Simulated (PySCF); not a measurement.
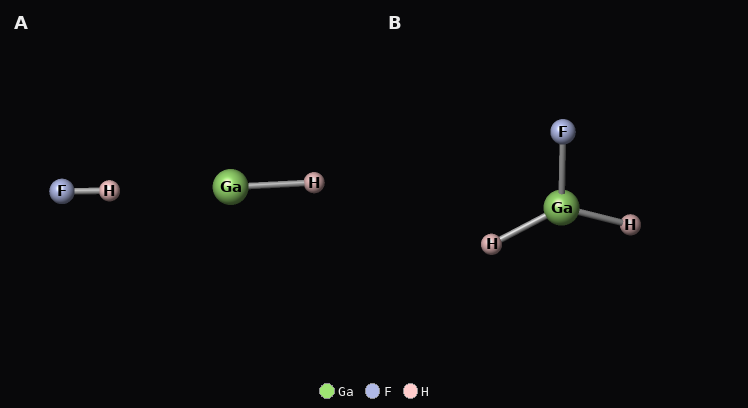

2 stationary structures of one formula. Geometries: PBE0-D4/def2-TZVP. Electronic energies: SPW92 (LDA)/def2-TZVPP (PySCF 2.14.0), without zero-point energy. No frequency run is at hand to confirm each as a minimum.

> Rank them by energy, lowest first.

B is lowest (C2v); A lies 1.582 eV above it (C∞v).
